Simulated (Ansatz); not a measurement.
**H6O2Si2: molecular dynamics**

Purpose: to follow the molecule's vibrations and see whether its bonds hold. The start is relaxed first. Runs: 300 steps of 1 fs under a Nosé-Hoover thermostat at 500 K. SMILES of the start: O[SiH](O)[SiH3].

All numbers below are computed with Ansatz 0.2.0 (RKS BHLYP/6-31G*).

### Step 1. The starting structure

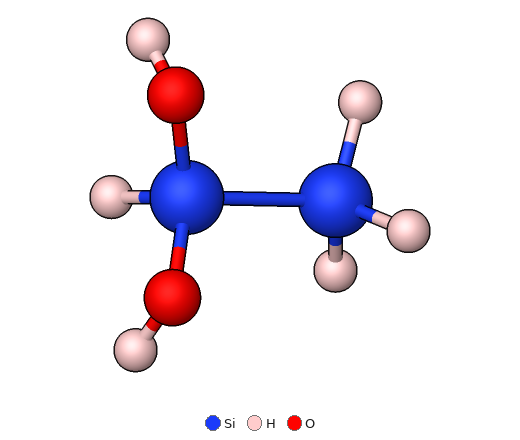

Start, viewed from a chosen angle; silicon blue, hydrogen pink, oxygen red.

As a file:

```xyz
10

Si    0.0000    0.0000    0.0000
Si    0.0000    0.0000    2.2200
H    -1.3148   -0.4067    2.7074
H     1.0096   -0.9353    2.7074
H     0.3052    1.3420    2.7074
O     1.5842    0.0000   -0.5594
H     1.9006   -0.9521   -0.6761
O    -0.7913    1.3709   -0.5594
H    -1.7491    1.1401   -0.7818
H    -0.6877   -1.1914   -0.4862
```

### Step 2. Relaxing the start

File input.yaml:

```yaml
crystal:
  periodic: [false, false, false]
  atoms:
    - { symbol: Si, position_ang: [0.0, 0.0, 0.0] }
    - { symbol: Si, position_ang: [0.0, 0.0, 2.22] }
    - { symbol: H, position_ang: [-1.3148, -0.4067, 2.7074] }
    - { symbol: H, position_ang: [1.0096, -0.9353, 2.7074] }
    - { symbol: H, position_ang: [0.3052, 1.342, 2.7074] }
    - { symbol: O, position_ang: [1.5842, 0.0, -0.5594] }
    - { symbol: H, position_ang: [1.9006, -0.9521, -0.6761] }
    - { symbol: O, position_ang: [-0.7913, 1.3709, -0.5594] }
    - { symbol: H, position_ang: [-1.7491, 1.1401, -0.7818] }
    - { symbol: H, position_ang: [-0.6877, -1.1914, -0.4862] }
basis:
  gaussian: { orbitals: "6-31G*" }
hamiltonian:
  xc: { name: BHLYP }
relax:
  f_tol: 0.02
  max_steps: 40
```

Launch:

```sh
$ ansatz run input.yaml --threads 1 --pin off --max-ram 2048MiB --backend cpu --events-out ev --progress --plain --runs-dir out
```

The program printed, cut to the lines that bear on the results:

```text
Warning: RAYON_NUM_THREADS=1 ignored (pool sized by the plan → 1); use --threads N
[...]
Functional definition: BHLYP
[...]
822 factors; integrals over basis functions are off by at most 6.4e-4 eV
[...]
mean field -19945.30894159 eV, -732.9765841873 hartree, gradient 8.1e-5 eV, S^2 0.000000; 0 other end points of the search recorded, 0 dependent functions left out
[...]
reference -19945.30911521 eV, -732.9765905680 hartree; 25, 25 occupied and 55, 55 virtual orbitals, 822 factors
relax step   1: F+E_penalty+E_count = -19945.30894159 eV  Δ(F+E_penalty+E_count) = +0.000e0 eV  max|allowed force component| = 2.303e0 eV/Å  Δτ_max = 0.0000 Å  (24 SCF iters, accepted)
[...]
relax step   4: F+E_penalty+E_count = -19945.69835682 eV  Δ(F+E_penalty+E_count) = -6.195e-2 eV  max|allowed force component| = 2.460e-1 eV/Å  Δτ_max = 0.2000 Å  (29 SCF iters, accepted)
[...]
relax step   7: F+E_penalty+E_count = -19945.76294792 eV  Δ(F+E_penalty+E_count) = -1.441e-3 eV  max|allowed force component| = 3.816e-1 eV/Å  Δτ_max = 0.2000 Å  (29 SCF iters, accepted)
[...]
relax step  10: F+E_penalty+E_count = -19945.78555598 eV  Δ(F+E_penalty+E_count) = -2.591e-4 eV  max|allowed force component| = 5.986e-2 eV/Å  Δτ_max = 0.0341 Å  (29 SCF iters, accepted)
[...]
relax step  12: F+E_penalty+E_count = -19945.77797693 eV  Δ(F+E_penalty+E_count) = +7.824e-3 eV  max|allowed force component| = 7.705e-1 eV/Å  Δτ_max = 0.0982 Å  (29 SCF iters, rejected (line search))
[...]
relax step  13: F+E_penalty+E_count = -19945.78585569 eV  Δ(F+E_penalty+E_count) = -5.441e-5 eV  max|allowed force component| = 8.212e-3 eV/Å  Δτ_max = 0.0113 Å  (24 SCF iters, accepted)
822 factors; integrals over basis functions are off by at most 7.1e-4 eV
mean field -19945.78585569 eV, -732.9941104572 hartree, gradient 1.1e-5 eV, S^2 0.000000; 1 other end points of the search recorded, 0 dependent functions left out
[...]
reference -19945.78603010 eV, -732.9941168669 hartree; 25, 25 occupied and 55, 55 virtual orbitals, 822 factors
Total energy: -19945.78603010 eV, -732.9941168669 hartree
Atom 0 at    -0.056079    -0.120623     0.081586 Å, force    -0.003688    -0.006055    -0.002441 eV/Å
Atom 1 at    -0.012261     0.001266     2.402068 Å, force     0.001809     0.000722     0.008212 eV/Å
Atom 2 at    -1.379289    -0.136617     2.949405 Å, force     0.001790     0.000692    -0.002797 eV/Å
Atom 3 at     0.811824    -1.102004     2.943177 Å, force    -0.001523     0.001876    -0.000538 eV/Å
Atom 4 at     0.556713     1.285229     2.860931 Å, force    -0.000448    -0.002189    -0.000621 eV/Å
Atom 5 at     1.495365     0.019923    -0.471947 Å, force    -0.000580    -0.000341     0.005617 eV/Å
Atom 6 at     1.726884    -0.438628    -1.277424 Å, force     0.004019    -0.000102    -0.007493 eV/Å
Atom 7 at    -1.040209     1.104139    -0.423421 Å, force    -0.004192     0.004295    -0.005826 eV/Å
Atom 8 at    -1.258501     1.163856    -1.352520 Å, force     0.001710    -0.002177     0.005202 eV/Å
Atom 9 at    -0.587745    -1.409042    -0.432555 Å, force     0.001103     0.003281     0.000687 eV/Å
Dipole moment:    -0.042000    -0.254438    -0.555419 e Å
```

Wall time 52 s (1 thread of Arm Neoverse V1, shared host); peak memory 0.16 GiB.

Relaxation path:

| step | energy from step 1 (eV) | largest force component (eV/Å) |
| --- | --- | --- |
| 1 | 0.0000 | 2.3035 |
| 2 | -0.2806 | 0.8660 |
| 3 | -0.3275 | 0.4487 |
| 4 | -0.3894 | 0.2460 |
| 5 | -0.3940 | 0.5400 |
| 6 | -0.4526 | 0.4199 |
| 7 | -0.4540 | 0.3816 |
| 8 | -0.4707 | 0.1073 |
| 9 | -0.4764 | 0.0374 |
| 10 | -0.4766 | 0.0599 |
| 11 | -0.4769 | 0.0124 |
| 12x | -0.4690 | 0.7705 |
| 13 | -0.4769 | 0.0082 |

Step 1 is the start. 1 step was tried and not accepted (12; marked x where the table lists them).

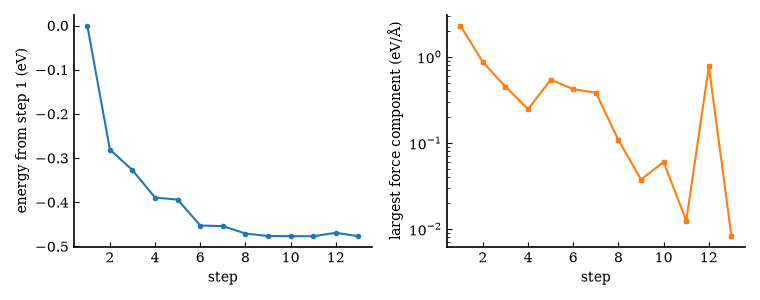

Energy and largest force along the relaxation.

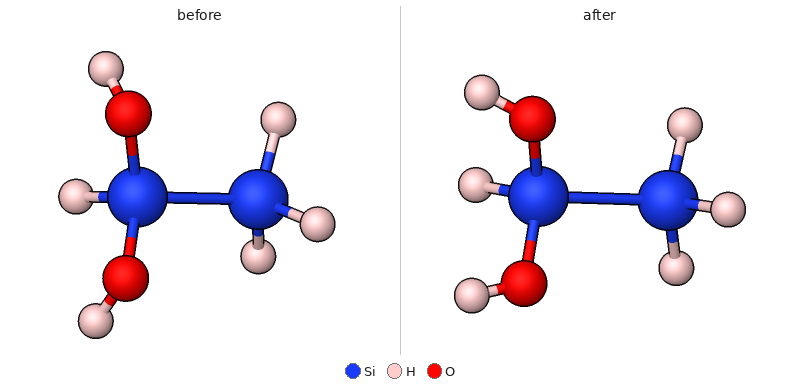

The structure before (left) and after (right), drawn at the same scale.

After: Bond lengths: Si1–Si2 2.324 Å, Si2–H3 1.479 Å, Si2–H4 1.480 Å, Si2–H5 1.477 Å, Si1–O6 1.653 Å, O6–H7 0.955 Å, Si1–O8 1.650 Å, O8–H9 0.956 Å, Si1–H10 1.486 Å. Angles: Si1–Si2–H3 110.3°, Si1–Si2–H4 109.7°, Si1–Si2–H5 111.3°, H3–Si2–H4 108.1°, H3–Si2–H5 108.8°, H4–Si2–H5 108.7°, Si2–Si1–O6 108.2°, Si2–Si1–O8 106.1°, Si2–Si1–H10 113.4°, O6–Si1–O8 113.2°, O6–Si1–H10 107.1°, O8–Si1–H10 108.9°, Si1–O6–H7 118.0°, Si1–O8–H9 118.7°.

### Step 3. Dynamics

300 steps of 1 fs under a Nosé-Hoover thermostat at 500 K, from the relaxed start.

File input.yaml:

```yaml
crystal:
  periodic: [false, false, false]
  atoms:
    - { symbol: Si, position_ang: [-0.056079, -0.120623, 0.081586] }
    - { symbol: Si, position_ang: [-0.012261, 0.001266, 2.402068] }
    - { symbol: H, position_ang: [-1.379289, -0.136617, 2.949405] }
    - { symbol: H, position_ang: [0.811824, -1.102004, 2.943177] }
    - { symbol: H, position_ang: [0.556713, 1.285229, 2.860931] }
    - { symbol: O, position_ang: [1.495365, 0.019923, -0.471947] }
    - { symbol: H, position_ang: [1.726884, -0.438628, -1.277424] }
    - { symbol: O, position_ang: [-1.040209, 1.104139, -0.423421] }
    - { symbol: H, position_ang: [-1.258501, 1.163856, -1.35252] }
    - { symbol: H, position_ang: [-0.587745, -1.409042, -0.432555] }
basis:
  gaussian: { orbitals: "6-31G*" }
hamiltonian:
  xc: { name: BHLYP }
md:
  timestep: 1.0
  n_steps: 300
  ensemble: nvt_nose_hoover
  temperature: 500.0
  initial_velocities: maxwell_boltzmann
  seed: 352985
  nose_hoover: { tau: 50.0, chain_length: 1 }
```

Launch:

```sh
$ ansatz run input.yaml --threads 1 --pin off --max-ram 2048MiB --backend cpu --events-out ev --progress --plain --runs-dir out
```

The program printed, cut to the lines that bear on the results:

```text
Warning: RAYON_NUM_THREADS=1 ignored (pool sized by the plan → 1); use --threads N
[...]
[... 1 set-up line as earlier in the session ...]
[...]
820 factors; integrals over basis functions are off by at most 7.1e-4 eV
[...]
mean field -19945.78585190 eV, -732.9941103182 hartree, gradient 6.3e-5 eV, S^2 0.000000; 0 other end points of the search recorded, 0 dependent functions left out
[...]
reference -19945.78602609 eV, -732.9941167195 hartree; 25, 25 occupied and 55, 55 virtual orbitals, 820 factors
md step     0: t =     0.00 fs  T =   500.0 K  F+E_penalty+E_count = -19945.78585190 eV  E_kin = 0.517040 eV  conserved = -19945.26881191 eV  (24 SCF iters)
[...]
md step    20: t =    20.00 fs  T =   368.2 K  F+E_penalty+E_count = -19945.62861763 eV  E_kin = 0.380747 eV  conserved = -19945.26679288 eV  (28 SCF iters)
[...]
md step    40: t =    40.00 fs  T =   202.2 K  F+E_penalty+E_count = -19945.37997016 eV  E_kin = 0.209106 eV  conserved = -19945.24854231 eV  (30 SCF iters)
[...]
md step    60: t =    60.00 fs  T =   233.2 K  F+E_penalty+E_count = -19945.29015373 eV  E_kin = 0.241099 eV  conserved = -19945.23356299 eV  (29 SCF iters)
[...]
md step    79: t =    79.00 fs  T =   520.0 K  F+E_penalty+E_count = -19945.42508655 eV  E_kin = 0.537770 eV  conserved = -19945.25661061 eV  (29 SCF iters)
md step    80: t =    80.00 fs  T =   420.5 K  F+E_penalty+E_count = -19945.29465783 eV  E_kin = 0.434875 eV  conserved = -19945.24019784 eV  (29 SCF iters)
```

### Step 4. More of the same log: dynamics from the start

The log, continued, cut to the lines that bear on the results:

```text
md step    81: t =    81.00 fs  T =   388.9 K  F+E_penalty+E_count = -19945.24849131 eV  E_kin = 0.402131 eV  conserved = -19945.23638877 eV  (29 SCF iters)
[...]
md step   107: t =   107.00 fs  T =   553.7 K  F+E_penalty+E_count = -19945.08413297 eV  E_kin = 0.572566 eV  conserved = -19945.23259560 eV  (29 SCF iters)
[...]
md step   133: t =   133.00 fs  T =   861.2 K  F+E_penalty+E_count = -19945.09851275 eV  E_kin = 0.890544 eV  conserved = -19945.22428712 eV  (29 SCF iters)
[...]
md step   159: t =   159.00 fs  T =   771.3 K  F+E_penalty+E_count = -19944.96958898 eV  E_kin = 0.797583 eV  conserved = -19945.22009829 eV  (30 SCF iters)
[...]
md step   183: t =   183.00 fs  T =   487.8 K  F+E_penalty+E_count = -19944.92610659 eV  E_kin = 0.504375 eV  conserved = -19945.22881907 eV  (29 SCF iters)
md step   184: t =   184.00 fs  T =   454.7 K  F+E_penalty+E_count = -19944.89248142 eV  E_kin = 0.470147 eV  conserved = -19945.22092897 eV  (30 SCF iters)
```

### Step 5. The log goes on: dynamics from the start

Output, continued, cut to the lines that bear on the results:

```text
md step   185: t =   185.00 fs  T =   640.0 K  F+E_penalty+E_count = -19945.11449447 eV  E_kin = 0.661769 eV  conserved = -19945.24146176 eV  (29 SCF iters)
[...]
md step   206: t =   206.00 fs  T =   522.0 K  F+E_penalty+E_count = -19945.23182591 eV  E_kin = 0.539742 eV  conserved = -19945.25994068 eV  (29 SCF iters)
[...]
md step   227: t =   227.00 fs  T =   512.8 K  F+E_penalty+E_count = -19945.40645981 eV  E_kin = 0.530306 eV  conserved = -19945.25871558 eV  (29 SCF iters)
[...]
md step   248: t =   248.00 fs  T =   492.3 K  F+E_penalty+E_count = -19945.53527860 eV  E_kin = 0.509038 eV  conserved = -19945.26849629 eV  (28 SCF iters)
[...]
md step   299: t =   299.00 fs  T =   298.3 K  F+E_penalty+E_count = -19945.44192047 eV  E_kin = 0.308482 eV  conserved = -19945.25098454 eV  (29 SCF iters)
[...]
Atom 0 at     0.004780    -0.157451     0.133338 Å, force    -1.070273    -0.557547    -0.273813 eV/Å
Atom 1 at    -0.047514     0.042857     2.468824 Å, force     0.405322     0.363476     0.064871 eV/Å
Atom 2 at    -1.338190     0.548934     2.883357 Å, force    -0.823544     0.226118     0.008316 eV/Å
Atom 3 at     0.116424    -1.184659     3.254078 Å, force     0.242310    -0.292766    -0.099663 eV/Å
Atom 4 at     0.872633     1.082828     2.963158 Å, force     0.271346    -0.022949     0.000257 eV/Å
Atom 5 at     1.401199     0.003666    -0.646601 Å, force     2.076826     2.610362    -2.225039 eV/Å
Atom 6 at     1.554097     0.828568    -1.245938 Å, force    -0.627859    -2.521104     2.041096 eV/Å
Atom 7 at    -0.953214     0.995807    -0.576010 Å, force     0.669994    -0.758487    -0.411548 eV/Å
Atom 8 at    -1.551826     1.488430    -0.057111 Å, force    -0.888852     0.642992     0.720277 eV/Å
Atom 9 at    -0.382875    -1.556523    -0.214401 Å, force    -0.255270     0.309904     0.175247 eV/Å
Dipole moment:    -0.152047     0.331234     0.071920 e Å
```

Wall time 19 min (1 thread of Arm Neoverse V1, shared host); peak memory 0.16 GiB.

### Step 6. The trajectory

One step in 12; energies are changes from step 0:

| time (fs) | T (K) | potential energy change (meV/atom) | conserved energy change (meV/atom) |
| --- | --- | --- | --- |
| 0.0 | 500 | 0.0 | 0.00 |
| 12.0 | 293 | 22.0 | 0.19 |
| 24.0 | 244 | 30.5 | 1.27 |
| 36.0 | 344 | 23.2 | 0.82 |
| 48.0 | 233 | 41.0 | 2.37 |
| 60.0 | 233 | 49.6 | 3.52 |
| 72.0 | 366 | 47.0 | 2.98 |
| 84.0 | 627 | 30.9 | 1.25 |
| 96.0 | 644 | 46.2 | 1.65 |
| 108.0 | 780 | 46.2 | 1.75 |
| 120.0 | 613 | 79.4 | 1.92 |
| 132.0 | 773 | 76.9 | 4.36 |
| 144.0 | 1000 | 59.1 | 2.53 |
| 156.0 | 937 | 64.0 | 2.78 |
| 168.0 | 652 | 86.5 | 4.52 |
| 180.0 | 706 | 65.5 | 2.35 |
| 192.0 | 385 | 87.1 | 4.30 |
| 204.0 | 492 | 61.8 | 2.37 |
| 216.0 | 435 | 57.2 | 2.53 |
| 228.0 | 477 | 40.2 | 0.47 |
| 240.0 | 558 | 24.4 | 0.33 |
| 252.0 | 373 | 36.3 | 0.95 |
| 264.0 | 422 | 25.3 | 0.33 |
| 276.0 | 251 | 41.2 | 1.72 |
| 288.0 | 192 | 46.2 | 2.56 |
| 300.0 | 273 | 37.2 | 1.96 |

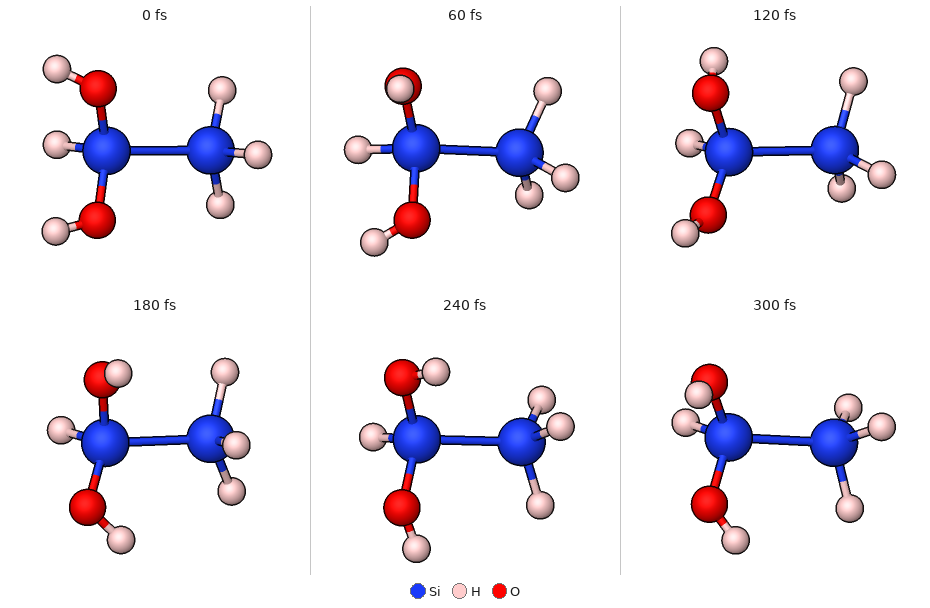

Six frames of the run, seen from a chosen angle. Sticks join atoms within a bonding distance in each frame.

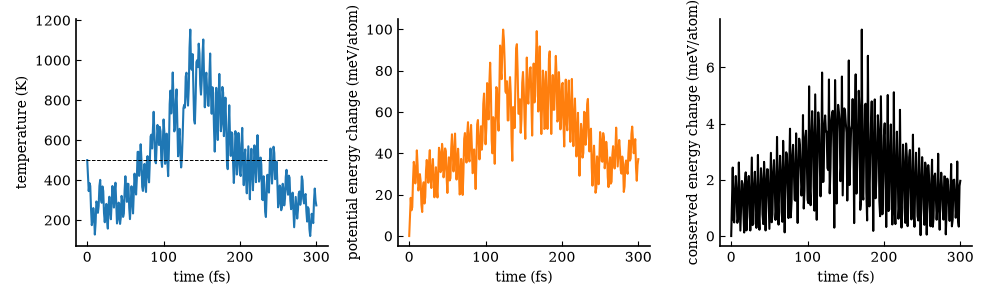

Time series of the run, each on its own scale. The dashed line is the set temperature.

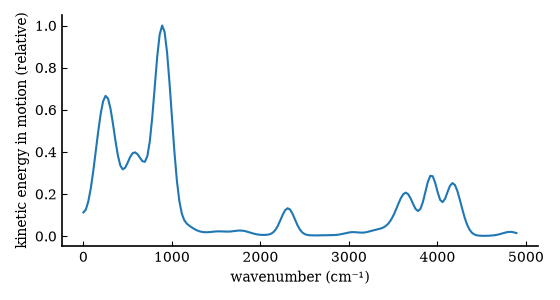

Power spectrum of the mass-weighted velocities; a run of 300 fs resolves no finer than about 220 cm⁻¹.

Maxima of the velocity power spectrum (cm⁻¹, relative height; resolution about 220 cm⁻¹): 250 (67), 580 (40), 890 (100), 3920 (29), 4170 (25).

### Step 7. Positions and forces

Extended XYZ, with forces in eV/Å:

```xyz
10
time_fs=38.0 T=283 dE=0.3123
Si   -0.056   -0.173    0.048    0.463   -0.629    1.790
Si   -0.035    0.022    2.381    0.455    0.504   -0.836
H    -1.390   -0.243    2.838   -0.406   -0.160    0.376
H     0.972   -0.742    3.141   -0.051   -0.070    0.044
H     0.232    1.478    2.492    0.014   -0.086    0.363
O     1.498   -0.036   -0.484    0.327    1.396   -2.539
H     1.624    0.519   -1.323   -0.224   -1.440    2.099
O    -0.969    1.132   -0.311   -1.111    0.371   -2.035
H    -1.417    1.151   -1.190    0.576    0.055    1.314
H    -0.683   -1.451   -0.341   -0.042    0.061   -0.577
10
time_fs=75.0 T=481 dE=0.3555
Si   -0.033   -0.124    0.058    0.725   -0.786    2.539
Si   -0.056    0.031    2.416   -0.087   -0.271   -0.581
H    -1.365   -0.599    2.917    0.894    0.420   -0.160
H     1.145   -0.750    2.835   -0.324    0.072    0.359
H     0.079    1.437    2.861   -0.069   -0.094    0.271
O     1.474   -0.108   -0.596    0.024    0.331   -0.297
H     1.932    0.729   -0.478    0.025   -0.232   -0.101
O    -0.968    1.126   -0.369    0.142    0.552    0.166
H    -1.624    1.012   -1.019   -1.048   -0.013   -1.254
H    -0.514   -1.511   -0.042   -0.283    0.021   -0.943
10
time_fs=112.0 T=939 dE=0.3493
Si   -0.060   -0.080    0.096    0.680   -1.256    1.882
Si   -0.013   -0.015    2.512    0.818    1.442   -1.989
H    -1.240   -0.599    2.904   -1.107   -0.629    0.664
H     1.157   -0.724    3.028    0.179   -0.235    0.199
H     0.044    1.411    2.878    0.015    0.016    0.454
O     1.407    0.017   -0.638    0.180    0.228   -0.267
H     2.108   -0.542   -0.317    0.092   -0.099    0.019
O    -0.988    1.067   -0.553   -0.507    0.904   -1.990
H    -0.909    1.230   -1.529   -0.115   -0.321    1.689
H    -0.565   -1.468   -0.018   -0.235   -0.049   -0.661
10
time_fs=150.0 T=899 dE=0.7146
Si   -0.114   -0.134    0.077    0.432    1.068    2.153
Si    0.042    0.029    2.457   -0.403   -0.371   -0.816
H    -1.309   -0.544    2.883    0.840    0.353    0.207
H     1.188   -0.886    2.790   -0.485    0.220    0.167
H     0.312    1.379    3.029   -0.168   -0.245    0.017
O     1.496    0.000   -0.367   -1.572    0.062   -5.146
H     1.388    0.062   -1.455    1.121   -0.250    4.182
O    -1.048    1.030   -0.684    0.246   -1.507   -0.063
H    -0.774    1.906   -0.464    0.113    0.728    0.126
H    -0.724   -1.463   -0.026   -0.123   -0.058   -0.828
10
time_fs=188.0 T=521 dE=0.7788
Si   -0.112   -0.173    0.051   -0.259   -0.302    0.665
Si    0.023    0.047    2.375    0.448    0.714   -0.026
H    -1.123    0.118    3.340    0.290   -0.226   -0.352
H     1.116   -0.878    2.744   -0.310   -0.255    0.278
H     0.729    1.358    2.422   -0.139    0.124    0.278
O     1.490   -0.059   -0.365   -2.629   -4.514   -1.907
H     1.760    0.720   -0.057    2.428    5.019    1.709
O    -1.028    1.086   -0.601   -1.139   -0.445    2.033
H    -1.696    1.376    0.107    1.561   -0.544   -1.945
H    -0.461   -1.600   -0.164   -0.251    0.430   -0.733
10
time_fs=225.0 T=392 dE=0.5425
Si   -0.066   -0.179    0.072   -0.294    0.322    0.153
Si    0.018    0.051    2.389   -0.053    0.973    0.069
H    -1.334    0.478    2.779   -0.307   -0.233    0.359
H     0.583   -0.977    3.284   -0.130   -0.171   -0.162
H     0.797    1.303    2.626    0.119   -0.188   -0.022
O     1.448   -0.026   -0.491    3.078    2.137    1.850
H     2.074    0.557    0.120   -2.243   -1.983   -2.373
O    -1.030    1.061   -0.543    2.448   -1.459   -0.817
H    -1.752    1.177    0.010   -2.234    0.660    1.320
H    -0.463   -1.539   -0.285   -0.383   -0.058   -0.376
10
time_fs=262.0 T=358 dE=0.3433
Si   -0.007   -0.172    0.088   -0.770    0.019    0.470
Si   -0.040    0.081    2.453   -0.568   -0.400    0.403
H    -1.392    0.508    3.009    0.459   -0.284   -0.475
H     0.223   -1.303    2.958   -0.023    0.298    0.084
H     0.884    1.015    3.130    0.215    0.002   -0.274
O     1.439   -0.033   -0.615   -0.367   -2.877    0.393
H     1.737    0.794   -0.816    1.310    3.268   -0.765
O    -0.987    1.030   -0.530   -1.497   -0.349    1.195
H    -1.804    1.156    0.031    1.546   -0.068   -1.215
H    -0.343   -1.584   -0.258   -0.305    0.391    0.185
10
time_fs=300.0 T=273 dE=0.3720
Si    0.005   -0.158    0.133   -1.070   -0.557   -0.274
Si   -0.048    0.043    2.469    0.405    0.363    0.065
H    -1.338    0.549    2.883   -0.824    0.226    0.008
H     0.116   -1.185    3.254    0.242   -0.293   -0.100
H     0.873    1.083    2.963    0.271   -0.023    0.000
O     1.401    0.004   -0.647    2.077    2.610   -2.225
H     1.554    0.829   -1.246   -0.628   -2.521    2.041
O    -0.953    0.996   -0.576    0.670   -0.758   -0.411
H    -1.552    1.488   -0.057   -0.889    0.643    0.720
H    -0.383   -1.556   -0.214   -0.255    0.310    0.175
```

### Step 8. What came out

| quantity | value |
| --- | --- |
| relaxation of the start | 11 moves, 0.477 eV lower |
| length | 300 steps of 1 fs |
| temperature, first and last step | 500 and 273 K |
| temperature, second half | mean 486 K, from 120 to 1104 K |
| potential energy, second half | +52 meV/atom from the start |
| largest change of the conserved energy | 7.34 meV/atom |
| bonds formed or broken | 0 |

In words: Against a set 500 K the second half averages 486 K, going from 899 to 273 K over that half. The conserved energy strays from its start by at most 7.34 meV/atom, 14 % of the mean kinetic energy, which is poor: the step of 1 fs is too long for the fastest motion. The bonds all hold. 300 fs on 10 atoms is far too short and small for converged averages. The nuclei move classically, without zero-point motion, which matters most for hydrogen.
